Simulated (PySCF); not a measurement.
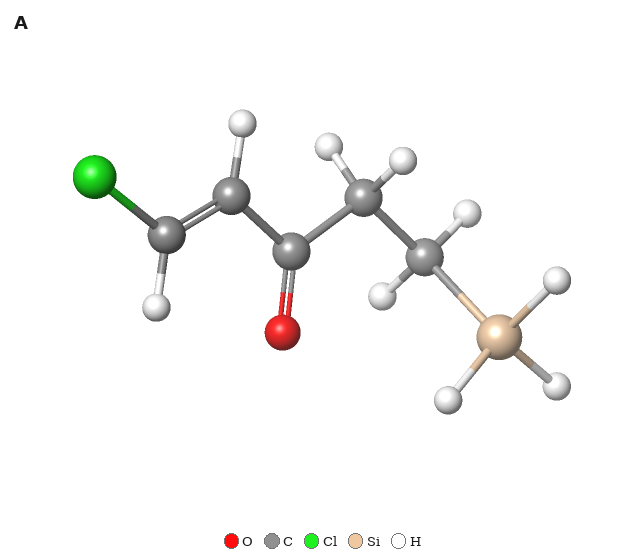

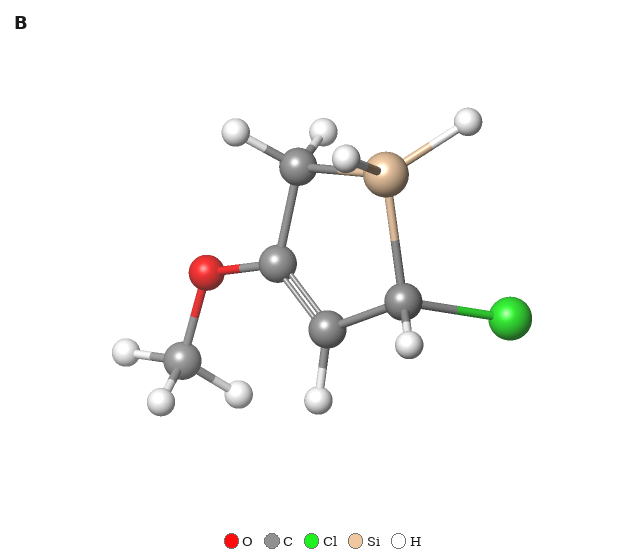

2 stationary structures of one formula. Geometries: GFN2-xTB. Electronic energies: CAM-B3LYP/def2-SVPD (PySCF 2.14.0), without zero-point energy. No frequency run is at hand to confirm each as a minimum. Each is one conformer, not always the lowest.

### Which is lowest in energy, and by how much?

B is lowest; A lies 23.7 kJ/mol above it. A is `O=C(/C=C/Cl)CC[SiH3]`, B is `COC1=C[C@@H](Cl)[SiH2]C1`.

The geometry is semi-empirical. Around Si such bond lengths and angles can be off by a tenth of an ångström or more and by several degrees, and values that hang on the shape move with them.
